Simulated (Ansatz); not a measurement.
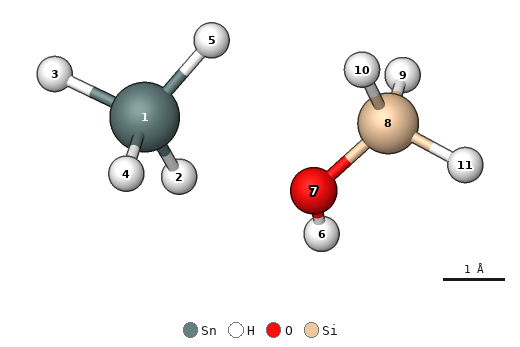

*The starting structure (ball-and-stick view, seen at a tilt; atoms are numbered from 1 in the order of the input). Sticks mark near contacts.*

Bond lengths as drawn: H–O 0.95 Å, H–Si 1.47 to 1.48 Å, H–Sn 1.70 to 1.71 Å and O–Si 1.66 Å.

# Nudged elastic band, with input and output: SnSiH8O (part 1 of 2)

The run: nudged elastic band of SnSiH8O. Method and program: RKS BHLYP-D4/def2-SVP (Ansatz 0.2.0).

One setting was made poor on purpose. It belongs to a series of runs on one base structure; here: band between the two ends. Figures and captions count atoms from 1; the log counts them from 0 in places.

Log:
```
Engine: ansatz 0.2.0, x86_64-unknown-linux-gnu
Functional definition: BHLYP
  parameter a = 0.5
  exchange = (1 - a)*b88_x + a*exact_x
  correlation = lyp_c
1117 factors; integrals over basis functions are off by at most 5.5e-4 eV
mean field evaluation 1: about -15876.2287 eV, gradient 3.9e1 eV
mean field evaluation 2: about -15875.1406 eV, gradient 4.6e1 eV
mean field evaluation 4: about -15878.8883 eV, gradient 4.1e-1 eV
mean field evaluation 8: about -15878.8884 eV, gradient 1.2e-2 eV
mean field -15878.88844199 eV, -583.5383871462 hartree, gradient 1.4e-5 eV, S^2 0.000000; 0 other end points of the search recorded, 0 dependent functions left out
the calculation of the forces begins
reference -15878.88865094 eV, -583.5383948249 hartree; 26, 26 occupied and 72, 72 virtual orbitals, 1117 factors
1119 factors; integrals over basis functions are off by at most 4.0e-4 eV
mean field evaluation 16: about -15870.3824 eV, gradient 6.7e1 eV
mean field -15878.79832827 eV, -583.5350755280 hartree, gradient 2.6e-5 eV, S^2 0.000000; 0 other end points of the search recorded, 0 dependent functions left out
[... from here on the field's lines of each further geometry are left out, up to the last ...]
NEB iter   1: max|band force component| = 5.412e0 eV/Å  barrier→ = 5.6072 eV  barrier← = 5.5372 eV  Δτ_max = 0.2000 Å  (262 SCF iters)
NEB iter   2: max|band force component| = 4.004e0 eV/Å  barrier→ = 3.6716 eV  barrier← = 3.6016 eV  Δτ_max = 0.2000 Å  (254 SCF iters)
NEB iter   3: max|band force component| = 8.028e0 eV/Å  barrier→ = 2.7995 eV  barrier← = 2.7295 eV  Δτ_max = 0.1000 Å  (242 SCF iters)
NEB iter   4: max|band force component| = 1.794e0 eV/Å  barrier→ = 2.4871 eV  barrier← = 2.4171 eV  Δτ_max = 0.2000 Å  (223 SCF iters)
NEB iter   5: max|band force component| = 9.778e-1 eV/Å  barrier→ = 1.8657 eV  barrier← = 1.7957 eV  Δτ_max = 0.2000 Å  (227 SCF iters)
NEB iter   6: max|band force component| = 1.315e0 eV/Å  barrier→ = 1.6880 eV  barrier← = 1.6180 eV  Δτ_max = 0.1037 Å  (221 SCF iters)
NEB iter   7: max|band force component| = 6.632e-1 eV/Å  barrier→ = 1.6746 eV  barrier← = 1.6046 eV  Δτ_max = 0.0989 Å  (213 SCF iters)
NEB iter   8: max|band force component| = 7.044e-1 eV/Å  barrier→ = 1.7211 eV  barrier← = 1.6511 eV  Δτ_max = 0.0508 Å  (213 SCF iters)
NEB iter   9: max|band force component| = 3.691e-1 eV/Å  barrier→ = 1.7289 eV  barrier← = 1.6589 eV  CI = image 5  Δτ_max = 0.0998 Å  (206 SCF iters)
NEB iter  10: max|band force component| = 5.097e-1 eV/Å  barrier→ = 1.7318 eV  barrier← = 1.6618 eV  CI = image 5  Δτ_max = 0.0500 Å  (208 SCF iters)
NEB iter  11: max|band force component| = 3.642e-1 eV/Å  barrier→ = 1.7166 eV  barrier← = 1.6466 eV  CI = image 5  Δτ_max = 0.0501 Å  (201 SCF iters)
NEB iter  12: max|band force component| = 2.058e-1 eV/Å  barrier→ = 1.7056 eV  barrier← = 1.6356 eV  CI = image 5  Δτ_max = 0.0501 Å  (203 SCF iters)
NEB iter  13: max|band force component| = 2.310e-1 eV/Å  barrier→ = 1.6992 eV  barrier← = 1.6292 eV  CI = image 5  Δτ_max = 0.0251 Å  (205 SCF iters)
NEB iter  14: max|band force component| = 1.668e-1 eV/Å  barrier→ = 1.6954 eV  barrier← = 1.6254 eV  CI = image 5  Δτ_max = 0.0250 Å  (205 SCF iters)
NEB iter  15: max|band force component| = 1.315e-1 eV/Å  barrier→ = 1.6918 eV  barrier← = 1.6218 eV  CI = image 5  Δτ_max = 0.0250 Å  (201 SCF iters)
NEB iter  16: max|band force component| = 1.177e-1 eV/Å  barrier→ = 1.6881 eV  barrier← = 1.6181 eV  CI = image 5  Δτ_max = 0.0250 Å  (199 SCF iters)
NEB iter  17: max|band force component| = 8.624e-2 eV/Å  barrier→ = 1.6846 eV  barrier← = 1.6146 eV  CI = image 5  Δτ_max = 0.0250 Å  (202 SCF iters)
NEB iter  18: max|band force component| = 6.488e-2 eV/Å  barrier→ = 1.6813 eV  barrier← = 1.6113 eV  CI = image 5  Δτ_max = 0.0250 Å  (198 SCF iters)
NEB iter  19: max|band force component| = 7.041e-2 eV/Å  barrier→ = 1.6782 eV  barrier← = 1.6082 eV  CI = image 5  Δτ_max = 0.0125 Å  (203 SCF iters)
NEB iter  20: max|band force component| = 7.190e-2 eV/Å  barrier→ = 1.6767 eV  barrier← = 1.6067 eV  CI = image 5  Δτ_max = 0.0125 Å  (188 SCF iters)
NEB iter  21: max|band force component| = 7.141e-2 eV/Å  barrier→ = 1.6753 eV  barrier← = 1.6053 eV  CI = image 5  Δτ_max = 0.0125 Å  (192 SCF iters)
NEB iter  22: max|band force component| = 7.646e-2 eV/Å  barrier→ = 1.6739 eV  barrier← = 1.6040 eV  CI = image 5  Δτ_max = 0.0125 Å  (188 SCF iters)
NEB iter  23: max|band force component| = 7.301e-2 eV/Å  barrier→ = 1.6726 eV  barrier← = 1.6026 eV  CI = image 5  Δτ_max = 0.0125 Å  (189 SCF iters)
NEB iter  24: max|band force component| = 7.571e-2 eV/Å  barrier→ = 1.6713 eV  barrier← = 1.6013 eV  CI = image 5  Δτ_max = 0.0125 Å  (182 SCF iters)
NEB iter  25: max|band force component| = 7.333e-2 eV/Å  barrier→ = 1.6700 eV  barrier← = 1.6000 eV  CI = image 5  Δτ_max = 0.0125 Å  (188 SCF iters)
NEB iter  26: max|band force component| = 7.426e-2 eV/Å  barrier→ = 1.6688 eV  barrier← = 1.5988 eV  CI = image 5  Δτ_max = 0.0125 Å  (184 SCF iters)
NEB iter  27: max|band force component| = 7.238e-2 eV/Å  barrier→ = 1.6676 eV  barrier← = 1.5976 eV  CI = image 5  Δτ_max = 0.0125 Å  (184 SCF iters)
NEB iter  28: max|band force component| = 7.346e-2 eV/Å  barrier→ = 1.6665 eV  barrier← = 1.5965 eV  CI = image 5  Δτ_max = 0.0250 Å  (183 SCF iters)
NEB iter  29: max|band force component| = 6.624e-2 eV/Å  barrier→ = 1.6644 eV  barrier← = 1.5944 eV  CI = image 5  Δτ_max = 0.0251 Å  (199 SCF iters)
NEB iter  30: max|band force component| = 1.145e-1 eV/Å  barrier→ = 1.6626 eV  barrier← = 1.5926 eV  CI = image 5  Δτ_max = 0.0125 Å  (196 SCF iters)
NEB iter  31: max|band force component| = 6.269e-2 eV/Å  barrier→ = 1.6617 eV  barrier← = 1.5917 eV  CI = image 5  Δτ_max = 0.0250 Å  (187 SCF iters)
NEB iter  32: max|band force component| = 6.146e-2 eV/Å  barrier→ = 1.6602 eV  barrier← = 1.5902 eV  CI = image 5  Δτ_max = 0.0250 Å  (196 SCF iters)
NEB iter  33: max|band force component| = 5.374e-2 eV/Å  barrier→ = 1.6588 eV  barrier← = 1.5888 eV  CI = image 5  Δτ_max = 0.0251 Å  (190 SCF iters)
NEB iter  34: max|band force component| = 1.518e-1 eV/Å  barrier→ = 1.6576 eV  barrier← = 1.5876 eV  CI = image 5  Δτ_max = 0.0125 Å  (195 SCF iters)
NEB iter  35: max|band force component| = 6.033e-2 eV/Å  barrier→ = 1.6571 eV  barrier← = 1.5871 eV  CI = image 5  Δτ_max = 0.0250 Å  (186 SCF iters)
NEB iter  36: max|band force component| = 6.654e-2 eV/Å  barrier→ = 1.6563 eV  barrier← = 1.5863 eV  CI = image 5  Δτ_max = 0.0251 Å  (196 SCF iters)
NEB iter  37: max|band force component| = 1.527e-1 eV/Å  barrier→ = 1.6558 eV  barrier← = 1.5858 eV  CI = image 5  Δτ_max = 0.0125 Å  (199 SCF iters)
NEB iter  38: max|band force component| = 7.066e-2 eV/Å  barrier→ = 1.6555 eV  barrier← = 1.5855 eV  CI = image 5  Δτ_max = 0.0250 Å  (189 SCF iters)
NEB iter  39: max|band force component| = 7.025e-2 eV/Å  barrier→ = 1.6553 eV  barrier← = 1.5853 eV  CI = image 5  Δτ_max = 0.0250 Å  (194 SCF iters)
NEB iter  40: max|band force component| = 7.558e-2 eV/Å  barrier→ = 1.6552 eV  barrier← = 1.5852 eV  CI = image 5  Δτ_max = 0.0249 Å  (188 SCF iters)
NEB iter  41: max|band force component| = 8.505e-2 eV/Å  barrier→ = 1.6552 eV  barrier← = 1.5852 eV  CI = image 5  Δτ_max = 0.0125 Å  (190 SCF iters)
NEB iter  42: max|band force component| = 7.409e-2 eV/Å  barrier→ = 1.6551 eV  barrier← = 1.5851 eV  CI = image 5  Δτ_max = 0.0249 Å  (191 SCF iters)
NEB iter  43: max|band force component| = 6.581e-2 eV/Å  barrier→ = 1.6550 eV  barrier← = 1.5850 eV  CI = image 5  Δτ_max = 0.0499 Å  (186 SCF iters)
the calculation of the forces begins
reference -15878.79775190 eV, -583.5350543467 hartree; 26, 26 occupied and 72, 72 virtual orbitals, 1119 factors
1119 factors; integrals over basis functions are off by at most 8.8e-4 eV
mean field evaluation 2464: about -15877.2015 eV, gradient 5.6e-5 eV
mean field -15877.20153716 eV, -583.4763945368 hartree, gradient 1.4e-5 eV, S^2 0.000000; 1 other end points of the search recorded, 0 dependent functions left out
the calculation of the forces begins
reference -15877.20174794 eV, -583.4764022828 hartree; 26, 26 occupied and 72, 72 virtual orbitals, 1119 factors
NEB iter  44: max|band force component| = 4.084e-2 eV/Å  barrier→ = 1.6549 eV  barrier← = 1.5849 eV  CI = image 5  Δτ_max = 0.0000 Å  (397 SCF iters)
```

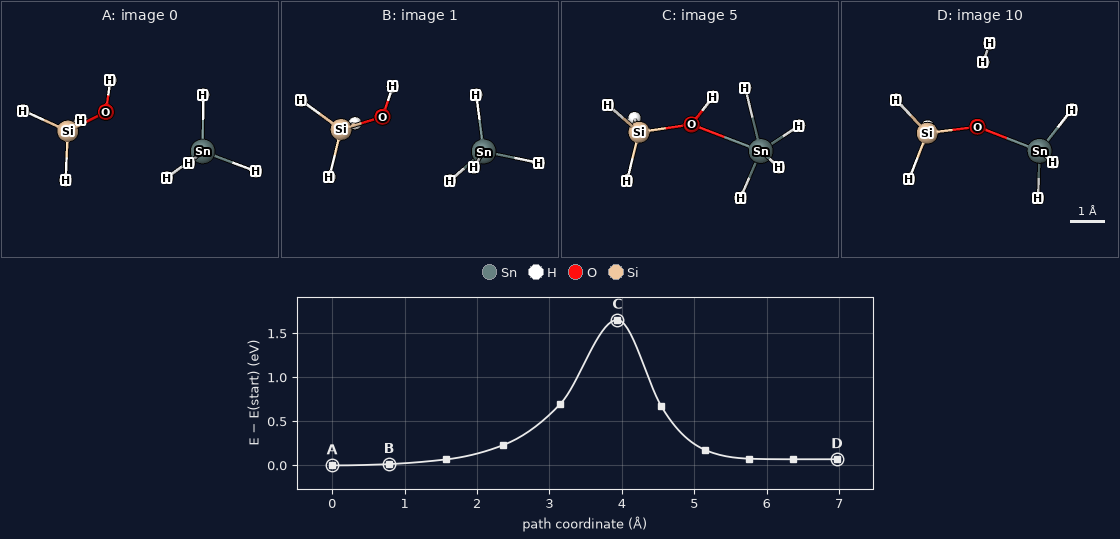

*Images of the last band (counted from 0; ball-and-stick, seen at a tilt) above the energy along the path; the line is a cubic interpolation that uses the forces.*

The highest image is number 5, 1.655 eV above the start and 1.585 eV above the end (the climbing image); the end lies 0.070 eV above the start. The path is 6.97 Å long. The band converged in 44 iterations.

```
Total energy: -15877.48570664 eV, -583.4868375728 hartree
Atom 0 at    -0.685127    -1.254151    -1.052196 Å, force    -0.002606    -0.002075    -0.003177 eV/Å
Atom 1 at     1.226551    -1.696417    -0.344306 Å, force    -0.001956    -0.001335     0.000338 eV/Å
Atom 2 at    -0.080918    -1.349024    -2.640871 Å, force    -0.000904    -0.000758    -0.000850 eV/Å
Atom 3 at    -1.241631    -2.702259    -0.351167 Å, force     0.003641    -0.000779     0.002499 eV/Å
Atom 4 at    -1.982947    -0.129654    -1.043490 Å, force     0.001143     0.002137     0.000825 eV/Å
Atom 5 at     1.089143    -0.765844     0.124857 Å, force     0.001363     0.001657    -0.004318 eV/Å
Atom 6 at     0.359013     0.141173     0.289865 Å, force    -0.000663     0.003244     0.005582 eV/Å
Atom 7 at     0.334704     1.612893     1.074486 Å, force     0.000338    -0.001910    -0.002049 eV/Å
Atom 8 at     0.772664     2.699064     0.168901 Å, force     0.001900     0.000166     0.001207 eV/Å
Atom 9 at    -1.041061     1.895798     1.538807 Å, force    -0.000877     0.000019    -0.001818 eV/Å
Atom 10 at     1.249508     1.548520     2.235214 Å, force    -0.001379    -0.000365     0.001759 eV/Å
Dipole moment:    -0.141596     0.064851    -0.035093 e Å
this run last wrote the band of iteration 44 to [file]
```

The last band as extended XYZ (Å, eV, eV/Å):
```
11
Properties=species:S:1:pos:R:3:forces:R:3 image=0 energy=-15879.14043
Sn   -0.5134   -1.3106   -1.5802    0.0021  -0.0058   0.0048
H     1.1919   -1.3327   -1.5921   -0.0010   0.0010  -0.0039
H    -1.0484   -1.8659   -3.1115   -0.0008   0.0029   0.0011
H    -1.1281   -2.3551   -0.3880   -0.0006   0.0021   0.0027
H    -1.0920    0.2776   -1.3690    0.0007  -0.0003  -0.0091
H     1.5010   -0.4256    1.1196   -0.0167  -0.0005  -0.0006
O     0.5865   -0.1549    1.0974    0.0233   0.0030   0.0046
Si    0.2172    1.4398    1.3882   -0.0075   0.0173   0.0046
H     0.7658    2.3232    0.3313   -0.0088  -0.0097   0.0149
H    -1.2542    1.5279    1.4117    0.0168   0.0015   0.0006
H     0.7735    1.8763    2.6927   -0.0075  -0.0115  -0.0197
11
Properties=species:S:1:pos:R:3:forces:R:3 image=1 energy=-15879.12532
Sn   -0.5465   -1.4236   -1.6113    0.0059   0.0078  -0.0056
H     1.1466   -1.3853   -1.4000    0.0046   0.0094  -0.0117
H    -0.8417   -2.0029   -3.1960   -0.0163  -0.0087   0.0056
H    -1.2577   -2.4956   -0.4983    0.0065   0.0154   0.0148
H    -1.2180    0.1341   -1.4801    0.0085   0.0091  -0.0089
H     1.3495   -0.3858    0.9224   -0.0038  -0.0105   0.0070
O     0.4667   -0.0600    1.0792    0.0112   0.0136   0.0158
Si    0.2764    1.5475    1.4569   -0.0055  -0.0239  -0.0047
H     0.6715    2.4221    0.3275   -0.0005  -0.0059  -0.0049
H    -1.1515    1.7396    1.7676   -0.0030  -0.0072  -0.0065
H     1.1047    1.9099    2.6322   -0.0075   0.0010  -0.0008
```
